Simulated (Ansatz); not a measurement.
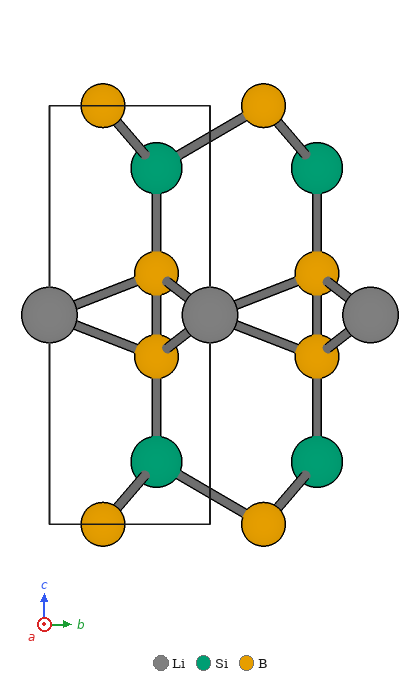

Projection along an edge of the hexagonal mesh, stacking direction c upwards. Every atom sits on one of the three columns of the mesh; call them A, B, C in the order in which they first turn up. The sequence starts with the first layer at or above the cell's origin.

LiSi₂B₃. Coordinates: coordinates from a relaxation with DFT PBE, scalar-relativistic, plane waves, PAW (Ansatz 0.2.0); the starting structure was generated, so it need not be a known form of this composition.

> List the layers of one repeat.

B(A) – Si(B) – B(B) – Li(C) – B(B) – Si(B) (six layers in 7.59 Å).

> How are the B and Si layers alone stacked?

B and Si layers alone: ABBBB, a sequence in which some neighbouring layers lie directly above each other.

> Which positions between or in the B and Si layers do the other atoms fill?

Li: one trigonal-prismatic site (per hexagonal cell). Four of the five gaps between B and Si layers are empty.
